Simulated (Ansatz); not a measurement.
# CaSnSe3 (model cell, started as cubic perovskite with Sn in the octahedra): following an unstable mode, part 3 of 3

Which phase does CaSnSe3 (model cell, started as cubic perovskite with Sn in the octahedra) fall into along its unstable mode, and how much energy does it gain?

Ansatz 0.2.0; DFT PBEsol, scalar-relativistic, plane waves, PAW; PAW set soft_1.

So far. Step 5 (Energy along the mode, all amplitudes (two of the runs …): The lowest of the steps tried is the last one, at 0.6 Å, 68.6 meV/atom below the parent; the bottom of the well need not coincide with a step. Step 7 (The new phase in its own primitive cell): The largest force component left is 0.39 meV/Å and the pressure is 0.000 GPa, within the tolerances set. The cell now holds 30.39 Å³/atom. The relaxed cell has a = 7.290, c = 19.808 Å (conventional setting).

The structure was built from a prototype and need not be the compound's stable phase.

## (8) Modes of the new phase, k-mesh 6×6×6

A relaxed structure may still be a saddle point, so its zone-centre modes are computed. No field response is asked, since the mesh shows no gap.

Contents of input.yaml:

```yaml
crystal:
  lattice:
    - [3.6451944915, 2.1045540209, 6.6025942833]
    - [-3.6451944915, 2.1045540209, 6.6025942833]
    - [0.0, -4.2091080418, 6.6025942833]
  atoms:
    - { symbol: Ca, position: [0.7029747815, 0.7029747815, 0.7029747815] }
    - { symbol: Ca, position: [0.2970252185, 0.2970252185, 0.2970252185] }
    - { symbol: Sn, position: [0.5, 0.5, 0.5] }
    - { symbol: Sn, position: [0.0, 0.0, 0.0] }
    - { symbol: Se, position: [0.2493668825, 0.7154672427, 0.2493668825] }
    - { symbol: Se, position: [0.7506331175, 0.2845327573, 0.7506331175] }
    - { symbol: Se, position: [0.7506331175, 0.7506331175, 0.2845327573] }
    - { symbol: Se, position: [0.2493668825, 0.2493668825, 0.7154672427] }
    - { symbol: Se, position: [0.7154672427, 0.2493668825, 0.2493668825] }
    - { symbol: Se, position: [0.2845327573, 0.7506331175, 0.7506331175] }
kpoints:
  mp_grid: { grid: [6, 6, 6] }
hamiltonian:
  xc: pbesol
  pseudopotentials: { kind: paw, azcp: { folder: soft_1 }, xc_functional: pbe }
scf:
  occupations: { method: methfessel_paxton, width: 0.2 }
output:
  eigenvalues: true
phonons:
  method: dfpt
```

The run is started by

```
ansatz run input.yaml --threads 4 --pin off --max-ram 16384MiB --backend cpu --events-out ev --progress --plain --runs-dir out
```

Numbers of over 12 decimals in the logs are rounded to 6 here.

Log:

```text
[...]
Crystal: 10 atoms, lattice volume = 303.911 Å³
Basis set: ecut = 420 eV, 5915 PW (Γ), exchange–correlation on 108×108×108 points (8 copies of the dense FFT grid, shifted against one another)
Bands: 87, of which v1, the nominal top of the filled ones, is band 72 counted from 1 (71 counted from 0)
Symmetry: 12 space group operations
k-points: 112 of 216 (irreducible under 1 space group operation, time reversal used)
[...]
SCF iter   1: F=—  HF=-48044.578888 eV  |F-HF|=—  |Δ(HF+E_count)|=         —  Δρ=5.60e-2  dr2=2.75e1  ethr=3.10e-3  ⟨swp⟩=9.6  Hψ=43071  notcnv=0
[...]
SCF iter  13: F=-48038.816809 eV  HF=-48038.816809 eV  |F-HF|=7.28e-12  |Δ(HF+E_count)|=  5.09e-11  S|Δr|=    0.00e0  Δρ=3.79e-8  dr2=3.47e-12  ethr=1.00e-12  ⟨swp⟩=15.0  Hψ=61971  notcnv=0
SCF 1 converged in 13 iterations: F = -48038.816809 eV  dr2 = 3.47e-12
[...]
DFPT response loops at Γ: preconditioner auto → none (partly filled bands, converged f_vac=0.167); β = 0.50; Broyden in place of MSR1
SCF converged after 13 iterations
[...]
Free energy (F): -48038.816809 eV
[...]
Internal energy: -48038.811884 eV  (E = F + TS)
E sigma→0 (E₀):  -48038.815578 eV
Entropy (-TS):   -0.004925 eV (-0.492 meV/atom)
Fermi energy:    6.040289 eV
[...]
--- Band table (eV; the first three rows and the last of 112) ---
  k-point 0: bands = [... 68 lower, 5.4946, 5.4946, 5.9557, 5.9557, 6.4682, 7.6896, 8.0388, 8.0388, ... 11 higher]
  k-point 1: bands = [... 68 lower, 5.3661, 5.4992, 5.6647, 5.9122, 6.2642, 7.4129, 8.2210, 8.6223, ... 11 higher]
  k-point 2: bands = [... 68 lower, 5.3253, 5.4367, 5.4551, 5.7938, 6.0758, 6.8474, 8.7333, 9.0850, ... 11 higher]
  k-point 111: bands = [... 68 lower, 5.6002, 5.6002, 5.7506, 5.7506, 6.2640, 6.3769, 9.0770, 9.0839, ... 11 higher]
--- Phonons (Γ-DFPT): 8 representative perturbations + reference, on 112 of 216 k-points (Σ response iterations 32) ---
  k mesh reduced under 1 symmetry operation, with k and −k counted as one. Each operation leaves every solved perturbation unchanged. A smaller set is not used because it would not reduce the number of displacements times k-points to solve
  ASR residual: 8.164e-5 → 0.000e0 eV/Å²; symmetrization residual: 1.532e-5 eV/Å²
  ASR residual per site (eV/Å²): 4.46e-5 4.46e-5 8.16e-5 2.36e-5 4.21e-5 4.21e-5 4.67e-5 4.67e-5 4.21e-5 4.21e-5
  Γ frequencies (cm⁻¹): -95.20 -82.65 -82.65 -79.22 -79.22 -66.53 0.00 0.00 0.00 12.36 12.36 40.91 55.72 55.72 85.97 122.81 122.81 127.95 127.95 143.28 143.28 150.05 156.92 156.92 182.97 182.97 185.26 188.06 204.81 214.65
  non-analytic LO–TO correction: not included (Born effective charges unavailable; polar crystals: no LO–TO splitting at Γ)
```

Wall time 19 min (4 threads of Arm Neoverse V2, shared host); peak memory 7.9 GiB; 74 min of CPU time.

Numbers from this step:

- sum-rule residual before enforcement: 8.16e-5 eV/Å²
- point group: -3m
- highest optical mode at the zone centre (no LO-TO term): 214.7 cm⁻¹
- lowest optical zone-centre mode: -95.2 cm⁻¹

Patterns of degenerate modes are one choice out of their space. The modes at Γ (shares of kinetic energy by element, %) (negative means imaginary):

```tsv
mode	frequency (cm⁻¹)	symmetry	Ca %	Sn %	Se %
1	-95.2	A2g	0	0	100
2	-82.7	Eg	29	0	71
3	-82.7	Eg	29	0	71
4	-79.2	Eu	40	2	59
5	-79.2	Eu	40	2	59
6	-66.5	A1u	0	0	100
7	0.0	acoustic	10	30	60
8	0.0	acoustic	10	30	60
9	0.0	acoustic	10	30	60
10	12.4	Eu	13	46	41
11	12.4	Eu	13	46	41
12	40.9	A2u	12	48	39
13	55.7	Eg	28	0	72
14	55.7	Eg	28	0	72
15	86.0	A1g	24	0	76
16	122.8	Eg	42	0	58
17	122.8	Eg	42	0	58
18	128.0	Eu	31	5	64
19	128.0	Eu	31	5	64
20	143.3	Eu	6	79	15
21	143.3	Eu	6	79	15
22	150.1	A2u	0	98	2
23	156.9	Eg	2	0	98
24	156.9	Eg	2	0	98
25	183.0	Eu	0	39	61
26	183.0	Eu	0	39	61
27	185.3	A2u	45	14	42
28	188.1	A1g	65	0	35
29	204.8	A1g	11	0	89
30	214.7	A2u	33	10	57
```

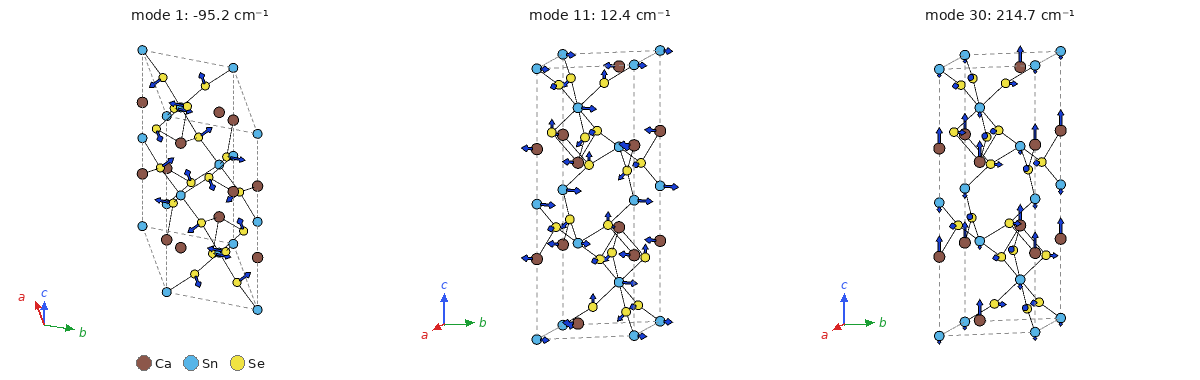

Displacement patterns of modes 1, 11 and 30 at Γ; arrows are exaggerated. Bonds to atoms that aren't drawn are left out. Some periodic images of atoms are drawn too.

Before it was imposed, the acoustic sum rule was missed by 8.2e-5 eV/Å². Small misses are needed for a sound result but don't prove that mesh and cutoff are converged. The lowest optical mode is imaginary, 95.2i cm⁻¹, so the energy falls along it.

## (9) Outcome

| Quantity | Value |
| --- | --- |
| unstable mode of the parent | q = (-0.5, -0.5, -0.5), 118i cm⁻¹ |
| depth at the lowest point sampled | 68.6 meV/atom |
| largest atomic shift at that point | 0.6 Å |
| space group reached (within 0.01 Å) | R-3m |
| energy gained over the parent (first relaxation, on the mesh of the frozen mode) | 115 meV/atom |
| volume per atom, phase reached | 30.4 Å³ |
| lowest optical zone-centre mode, phase reached | -95.2 cm⁻¹ |
| highest optical mode at the zone centre (no LO-TO term), phase reached | 215 cm⁻¹ |

Along this mode the structure falls into R-3m, 115 meV/atom below the parent. At the parent's cell the well is 68.64 meV/atom deep on the steps tried, with its lowest point at a shift of 0.6 Å. That is the last step tried, so the steps alone don't bracket the bottom of the well. Relaxing atoms and cell changes the gain by +45.95 meV/atom against the lowest step (energies at zero smearing). The new phase still has an imaginary mode at the zone centre of its cell, so it is a saddle point on the way to a lower structure. Of the 4 patterns followed to their end from this parent, this one ends 141 meV/atom above the lowest, P4mm. Each path keeps the symmetry of its pattern, so a lower phase may lie along a pattern not tried. With no gap, or one that is small against the smearing, the frequencies hang on the k mesh and the smearing, most of all near Kohn anomalies. A semilocal functional can close a gap that the real compound would have, so the metallic treatment may be an artefact of the level. Spin-orbit coupling is left out, which can matter for the heavy elements here. The PAW files were made for PBE and serve the other functionals too. A phonon run warned that its eigensolver left some bands unconverged in a pass. The starting cell was built on a prototype and not taken from a measurement, so the phase need not exist.

[Logs are printed without paths, hosts, clocks, repeated set-up lines and the standing remarks that a program may print on its own settings, such as how far it seeks lower states.]

[Hosts, paths, dates, database ids (printed as entryN), source tags and the programs' standing remarks are cut or masked in the printed files.]
